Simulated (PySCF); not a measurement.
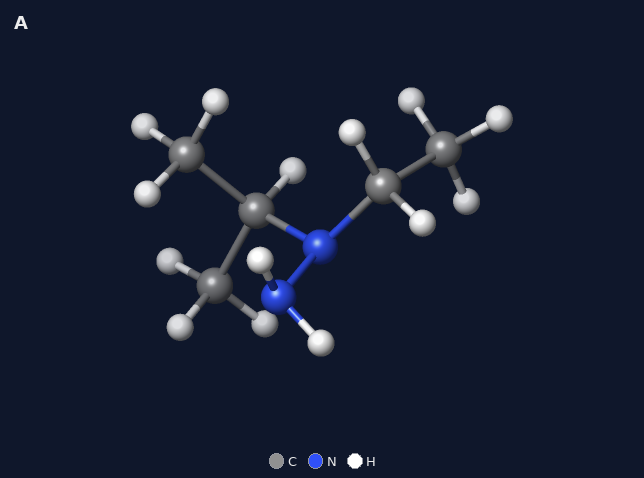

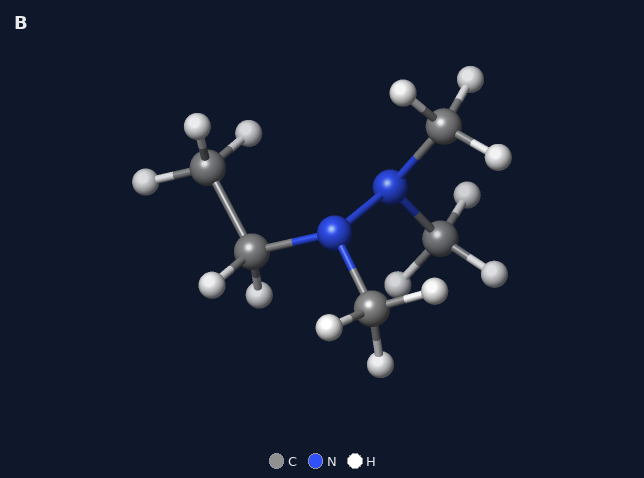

2 stationary structures of one formula. Geometries: GFN2-xTB. Electronic energies: PBE0/pcSseg-1 (PySCF 2.14.0), without zero-point energy. No frequency run is at hand to confirm each as a minimum. Each is one conformer, not always the lowest.

### How are they related?

They are constitutional isomers of C5H14N2: A `CCN(N)C(C)C`, B `CCN(C)N(C)C`.

### Rank them by energy, lowest first.

A is lowest; B lies 0.437 eV above it.
